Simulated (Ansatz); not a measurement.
# AlBrClH$_{3}$: what the fields show

Input

```
crystal:
  periodic: [false, false, false]
  atoms:
    - { symbol: Al, position_ang: [0.022308, -0.484015, -0.443342] }
    - { symbol: Cl, position_ang: [0.005034, 0.11002, 2.925938] }
    - { symbol: H, position_ang: [1.435916, 0.170785, -0.753224] }
    - { symbol: H, position_ang: [-1.422288, 0.10346, -0.743678] }
    - { symbol: Br, position_ang: [0.082731, -2.724654, 0.371072] }
    - { symbol: H, position_ang: [0.053898, -1.203494, 2.660033] }
basis:
  gaussian: { orbitals: def2-SVP }
hamiltonian:
  xc: pbe
relax:
  f_tol: 0.03
  max_steps: 50
output:
  orbitals: {}
```

Run with:

```sh
ansatz run input.yaml --threads 1 --pin off --max-ram 2048MiB --backend cpu --events-out ev --progress --plain --runs-dir out
```

The fields are those of the run's last geometry, not of the input's.

These are results of Ansatz, RKS PBE/def2-SVP, not measurements.

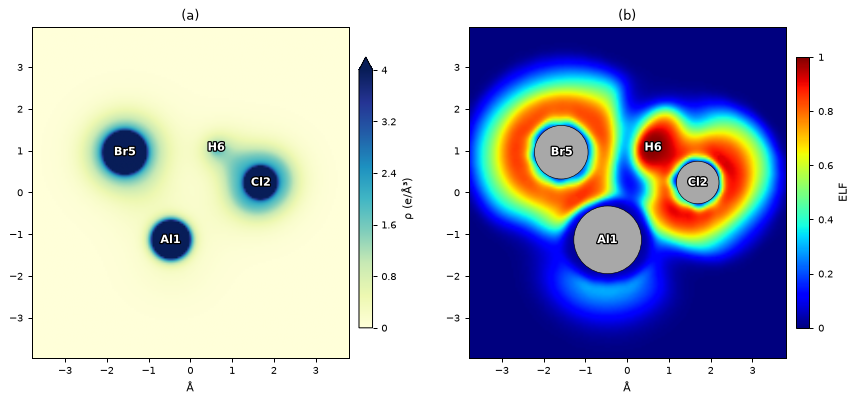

Figure 1. (a) electron density; (b) electron localisation function on the plane of atoms Cl2, Al1 and Br5. Grey discs cover the atomic cores in the ELF map.

Q: What does the map show?

A: The plane passes through Al, Cl, Br and H nuclei.
Al–Br (2.37 Å): the density is about 0.54 e/Å³ at the midpoint; the ELF peaks at about 0.85 in the valence shell of Br, 1.1 Å from its nucleus, and is about 0.85 at the midpoint.
Al–Cl (2.56 Å): the density is about 0.28 e/Å³ at the midpoint, with its minimum of 0.19 e/Å³ about 1.0 Å from Al; the ELF peaks at about 0.85 in the valence shell of Cl, 0.9 Å from its nucleus, and is about 0.65 at the midpoint.
Cl–H (1.36 Å): ρ is about 1.8 e/Å³ halfway; the ELF climbs to about 1 towards the hydrogen, as it does in any bond to H; an ordinary covalent bond to hydrogen.
The ELF also peaks beside Cl2 and Br5, away from the bonds: lone-pair regions.

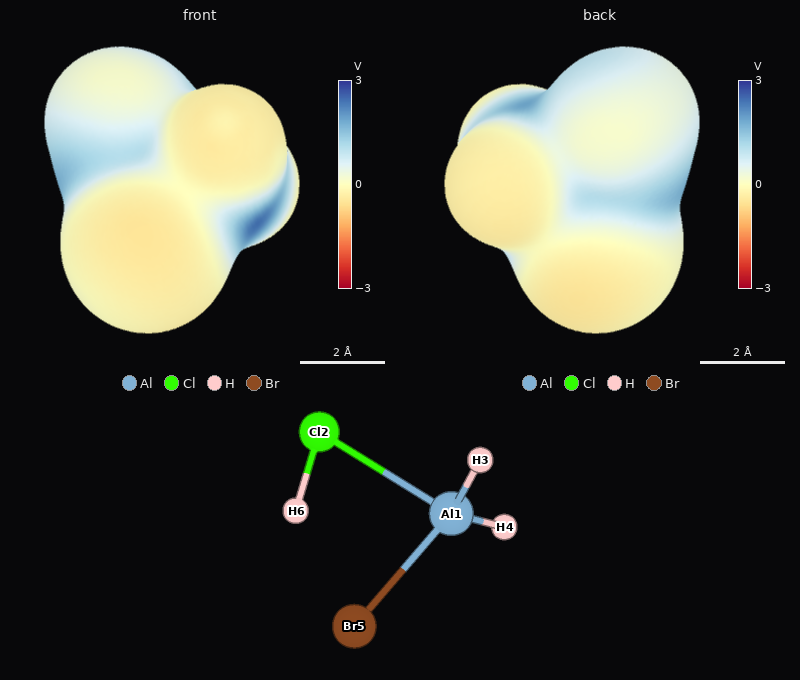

Figure 2. The electrostatic potential painted on the density surface at 0.002 e/bohr³, seen from the front and from behind; red is negative and blue positive. The bare structure is drawn below in the same view.

Q: Describe the electrostatic potential map.

A: The most negative region (about −0.5 V) lies over Br5, the most positive (about +2.3 V) over Al1.

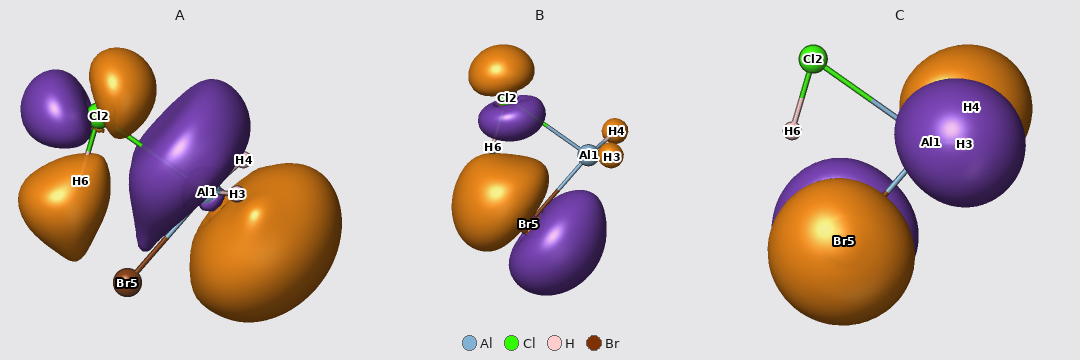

Figure 3. Three frontier orbitals at ±0.08 Å⁻³ᐟ² (orange and purple are the two phases), in no order.

Q: Order the three orbitals by energy and name them.

A: B is the HOMO−1 (−7.52 eV). By Hirshfeld shares it lies mainly on Br5 (about 80 %) and Cl2 (about 10 %); largely a lone pair of Br5. C is the HOMO (−6.86 eV). By Hirshfeld shares it lies mainly on Br5 (about 55 %), Al1 (about 15 %), H4 (about 15 %) and H3 (about 15 %). A is the LUMO (−1.39 eV). By Hirshfeld shares it lies mainly on Al1 (about 55 %), Cl2 (about 20 %) and H6 (about 5 %).

Q: What is the HOMO–LUMO gap?

A: 5.47 eV between the orbital energies.
